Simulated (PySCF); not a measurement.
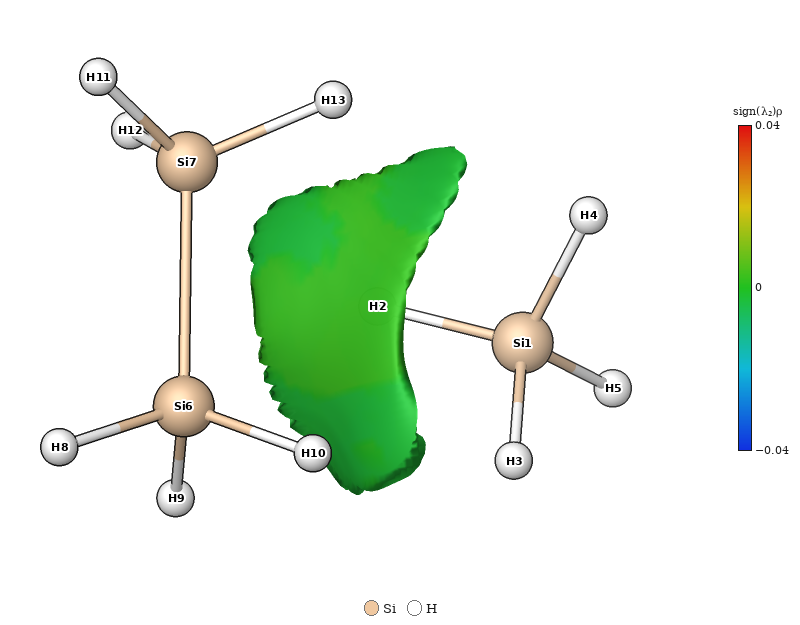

Figure 1: H$_{10}$Si$_{3}$, SMILES `[SiH4].[SiH3][SiH3]`. Non-covalent interaction surfaces between the fragments (reduced density gradient s = 0.6, coloured by sign(λ₂)ρ in a.u.; trimmed to the region between the fragments where ρ is under 0.06 a.u.). Fragment A: SiH4 (atoms 1–5); fragment B: Si2H6.

Method: r2SCAN/def2-SVPD; geometry: GFN2-xTB; program: PySCF.

Input

```python
import numpy as np
from pyscf import gto, scf, dft
from pyscf.scf import atom_ks, atom_hf
from scipy.linalg import block_diag
from pyscf.dispersion import dftd3

def solve(mol, dm0=None, hcore=None):
    mf = (dft.UKS if mol.spin else dft.RKS)(mol, xc='r2scan')
    mf.grids.level = 3
    mf = mf.density_fit(auxbasis='def2-universal-jkfit')
    mf.conv_tol, mf.max_cycle = 1e-8, 80
    if hcore is not None:
        mf.get_hcore = lambda *args: hcore
    mf.kernel(dm0)
    if not mf.converged:
        mf = mf.newton().run(mf.mo_coeff, mf.mo_occ, max_cycle=30)
    assert mf.converged, 'SCF not converged'
    return mf

mol = gto.M(atom='''
Si    -2.66309     0.01474    -0.00038
H     -1.90210    -0.41389    -1.17181
H     -2.12219     1.27395     0.50510
H     -2.58311    -1.00789     1.03980
H     -4.06432     0.20317    -0.37275
Si     1.43399     1.14424    -0.00015
Si     1.38458    -1.15979     0.00043
H      2.79026     1.67556    -0.17676
H      0.62844     1.73266    -1.07419
H      0.93873     1.72012     1.25398
H      2.69773    -1.74652     0.29011
H      0.97588    -1.71785    -1.29234
H      0.46400    -1.70794     1.00027
''', basis='def2-svpd', charge=0, spin=0, verbose=4)
mol_a = gto.M(atom='''
Si    -2.66309     0.01474    -0.00038
H     -1.90210    -0.41389    -1.17181
H     -2.12219     1.27395     0.50510
H     -2.58311    -1.00789     1.03980
H     -4.06432     0.20317    -0.37275
ghost-Si     1.43399     1.14424    -0.00015
ghost-Si     1.38458    -1.15979     0.00043
ghost-H      2.79026     1.67556    -0.17676
ghost-H      0.62844     1.73266    -1.07419
ghost-H      0.93873     1.72012     1.25398
ghost-H      2.69773    -1.74652     0.29011
ghost-H      0.97588    -1.71785    -1.29234
ghost-H      0.46400    -1.70794     1.00027
''', basis='def2-svpd', charge=0, spin=0, verbose=4)
mol_b = gto.M(atom='''
ghost-Si    -2.66309     0.01474    -0.00038
ghost-H     -1.90210    -0.41389    -1.17181
ghost-H     -2.12219     1.27395     0.50510
ghost-H     -2.58311    -1.00789     1.03980
ghost-H     -4.06432     0.20317    -0.37275
Si     1.43399     1.14424    -0.00015
Si     1.38458    -1.15979     0.00043
H      2.79026     1.67556    -0.17676
H      0.62844     1.73266    -1.07419
H      0.93873     1.72012     1.25398
H      2.69773    -1.74652     0.29011
H      0.97588    -1.71785    -1.29234
H      0.46400    -1.70794     1.00027
''', basis='def2-svpd', charge=0, spin=0, verbose=4)
ab, a, b = solve(mol), solve(mol_a), solve(mol_b)
e_int = ab.e_tot - a.e_tot - b.e_tot
print('counterpoise-corrected interaction energy / kcal/mol', e_int * 627.5095)
def disp(atoms, charge):
    m = gto.M(atom=atoms, charge=charge, basis='sto-3g', spin=None, unit='Bohr', verbose=0)
    return dftd3.DFTD3Dispersion(m, xc='r2scan', version='d3bj').get_dispersion()['energy']
e_disp = disp(mol._atom, mol.charge) - disp(mol._atom[:5], mol_a.charge) - disp(mol._atom[5:], mol_b.charge)
print('D3(BJ) part / kcal/mol', e_disp * 627.5095)
# spherically averaged free atoms, for the promolecule
atm = atom_ks.get_atm_nrks(mol, xc='r2scan')
pro = block_diag(*[(atm[a[0]][2] * atm[a[0]][3]) @ atm[a[0]][2].T for a in mol._atom])
np.savez('result.npz', e_int=e_int, e_disp=e_disp, dm_a=a.make_rdm1(), dm_b=b.make_rdm1(), c=ab.mo_coeff, occ=ab.mo_occ, eps=ab.mo_energy, pro=pro, d=[f.dip_moment(verbose=0) for f in (ab, a, b)])
```

Command:

```sh
OMP_NUM_THREADS=1 python input.py
```

The run took 2 min on 1 thread of Arm Neoverse V1 (shared host), peak memory 0.64 GiB.

Partitions, critical points and surface values were worked out afterwards from this run's density.

**Which interactions hold the two fragments together?**

Bond critical points between the fragments: H2···Si7, 3.57 Å, ρ = 0.003 a.u.; H3···H9, H···H contact, 3.21 Å, ρ = 0.003 a.u. All are weak and appear green (van der Waals range). Several contacts close a ring, whose ring point adds a part with positive λ₂ between them. The pose is a local one from a semi-empirical search, not shown to be the most stable.

**How strongly are they bound?**

The counterpoise-corrected interaction energy of the frozen fragments is −0.7 kcal/mol without dispersion correction and −1.4 kcal/mol with D3(BJ). The pair geometry is semi-empirical, not a minimum at this level.
